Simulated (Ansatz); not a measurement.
Input file:

```
crystal:
  periodic: [false, false, false]
  atoms:
    - { symbol: Si, position_ang: [0.0, 0.0, 0.0] }
    - { symbol: F, position_ang: [0.0, 0.0, 1.59] }
    - { symbol: O, position_ang: [1.5842, 0.0, -0.5594] }
    - { symbol: H, position_ang: [1.9006, -0.9521, -0.6761] }
    - { symbol: H, position_ang: [-0.6877, 1.1914, -0.4862] }
    - { symbol: H, position_ang: [-0.6877, -1.1914, -0.4862] }
basis:
  gaussian: { orbitals: def2-SVP }
hamiltonian:
  xc: r2scanh
  dispersion: d4
relax:
  f_tol: 0.02
  max_steps: 40
output:
  orbitals: {}
```

Command:

```sh
ansatz run input.yaml --threads 1 --pin off --max-ram 2048MiB --backend cpu --events-out ev --progress --plain --runs-dir out
```

The fields are those of the run's last geometry, not of the input's.

Theory: RKS r2SCANh-D4/def2-SVP in Ansatz 0.2.0.

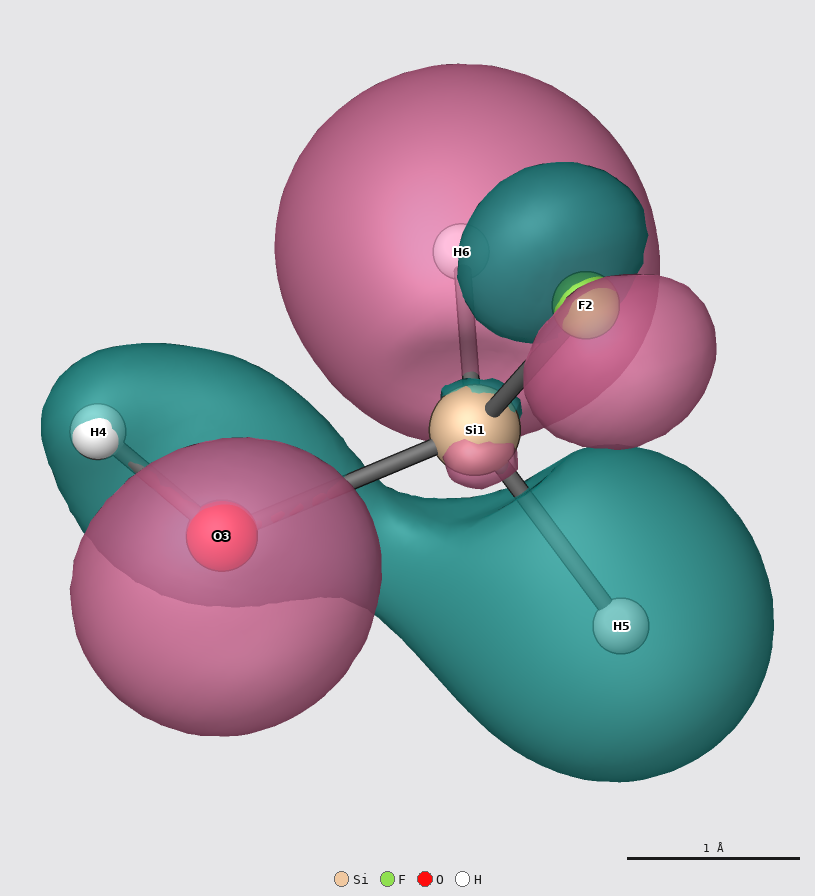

FH3OSi. The HOMO at ±0.1 Å⁻³ᐟ² (teal and pink are the two phases), seen at a tilt.

### Describe this orbital and give its energy.

By Hirshfeld shares it lies mainly on O3 (about 30 %), H6 (about 25 %), Si1 (about 25 %), H5 (about 10 %) and F2 (about 5 %). Its energy is −8.62 eV.
